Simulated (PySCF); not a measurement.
# InH3 (SMILES [H][In]([H])[H]): r2SCAN/LANL2DZ (core potential)

Aim: the vertical ionisation energy of InH3 at r2SCAN/LANL2DZ (core potential), from 2 runs. 

The calculation is run with PySCF 2.14.0.

6 further runs of the same task are left out: 6 set aside as unsound or not needed.

### Step 1. The structure to begin with

The species is InH3 (4 atoms), meant as a singlet with charge 0. SMILES: `[H][In]([H])[H]`. Geometry: a GFN2-xTB relaxation, a rough one for these elements and not checked as a minimum.

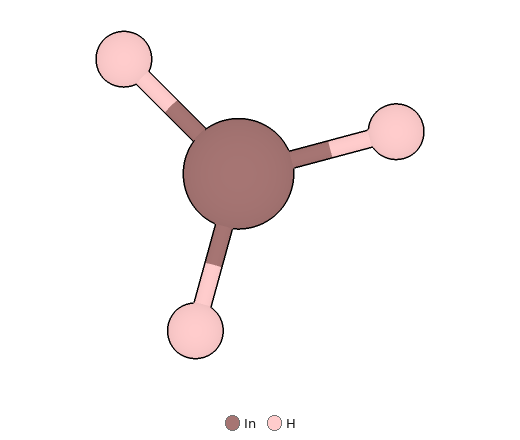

Viewed from a chosen angle; indium brown, hydrogen pink.

### Step 2. The energy at r2SCAN/LANL2DZ (core potential)

Input file run.py:

```python
from pyscf import gto, dft

system = gto.M(
    atom='''
In     0.000640    -0.000740    -0.000540
H      1.718930    -0.027790     0.013510
H     -0.834510     1.501400    -0.017780
H     -0.885060    -1.472880     0.004810
''',
    basis='lanl2dz',
    charge=0,
    max_memory=1860,
    ecp={'In': 'lanl2dz'},
    verbose=4,
)

mf = dft.RKS(system)
mf.xc = 'r2scan'
mf.conv_tol = 1e-10
mf.grids.level = 5
mf.kernel()
if not mf.converged:
    mf = mf.newton().run(mf.mo_coeff, mf.mo_occ)

e_final = mf.e_tot
print('Final energy', e_final)
```

On the command line:

```sh
$ OMP_NUM_THREADS=1 python run.py
```

What it wrote:

```text
PySCF version 2.14.0

[INPUT] num. atoms = 4
[INPUT] num. electrons = 6
[INPUT] charge = 0
[INPUT] spin (= nelec alpha-beta = 2S) = 0
[INPUT] symmetry False subgroup None
[INPUT] Mole.unit = angstrom
[INPUT] Symbol           X                Y                Z      unit          X                Y                Z       unit  Magmom
[INPUT]  1 In     0.000640000000  -0.000740000000  -0.000540000000 AA    0.001209424720  -0.001398397332  -0.001020452107 Bohr   0.0
[INPUT]  2 H      1.718930000000  -0.027790000000   0.013510000000 AA    3.248306927299  -0.052515489002   0.025530199943 Bohr   0.0
[INPUT]  3 H     -0.834510000000   1.501400000000  -0.017780000000 AA   -1.576995348211   2.837234803422  -0.033599330495 Bohr   0.0
[INPUT]  4 H     -0.885060000000  -1.472880000000   0.004810000000 AA   -1.672521003808  -2.783339814349   0.009089582659 Bohr   0.0

[... 59 lines left out ...]
converged SCF energy = -3.61330312280777
Final energy -3.6133031228077717
```

Wall time 1.9 s (1 thread of Arm Neoverse V1, shared host); peak memory 0.16 GiB.

### Step 3. The doublet cation at the same level

Input file input.xyz:

```xyz
4
H3In
In     0.000640    -0.000740    -0.000540
H      1.718930    -0.027790     0.013510
H     -0.834510     1.501400    -0.017780
H     -0.885060    -1.472880     0.004810
```

Input file calc.py:

```python
from pyscf import gto, dft

mol = gto.M(
    atom='input.xyz',
    max_memory=1860,
    spin=1,
    ecp={'In': 'lanl2dz'},
    verbose=3,
    basis='lanl2dz',
    charge=1,
)

mf = dft.UKS(mol, xc='r2scan')
mf.grids.level = 5
mf.conv_tol = 1e-10
mf.kernel()
if not mf.converged:
    mf = mf.newton().run(mf.mo_coeff, mf.mo_occ)

etot = mf.e_tot
print('E = %.10f Eh' % etot)
```

On the command line:

```sh
$ OMP_NUM_THREADS=1 python calc.py
```

What it wrote:

```text
WARN: HOMO -0.509028884379289 >= LUMO -0.50845399138236

converged SCF energy = -3.22022687132853  <S^2> = 0.76675719  2S+1 = 2.0166876
E = -3.2202268713 Eh
```

Wall time 6.3 s (1 thread of Arm Neoverse V1, shared host); peak memory 0.18 GiB.

### Step 4. Results

At r2SCAN/LANL2DZ (core potential):

| quantity | value |
| --- | --- |
| singlet InH3: total energy | -3.61330 Eh |
| singlet InH3: dipole moment | 0.01 D |
| singlet InH3: HOMO energy | -7.41 eV |
| singlet InH3: LUMO energy | -2.21 eV |
| singlet InH3: HOMO–LUMO gap | 5.20 eV |
| doublet cation: total energy | -3.22023 Eh |
| doublet cation: HOMO energy (highest over α and β) | -13.97 eV |
| doublet cation: LUMO energy (lowest over α and β) | -13.78 eV |
| doublet cation: ⟨S²⟩ | 0.767 |
| vertical ionisation energy (to the doublet cation) | 10.696 eV |

The vertical ionisation energy comes to 10.70 eV (247 kcal/mol). −ε(HOMO) before ionisation, 7.41 eV, is 3.29 eV below this ionisation energy. Mulliken charges (doublet cation) run from +0.03 on H4 to +0.78 on In1; they depend strongly on the basis.
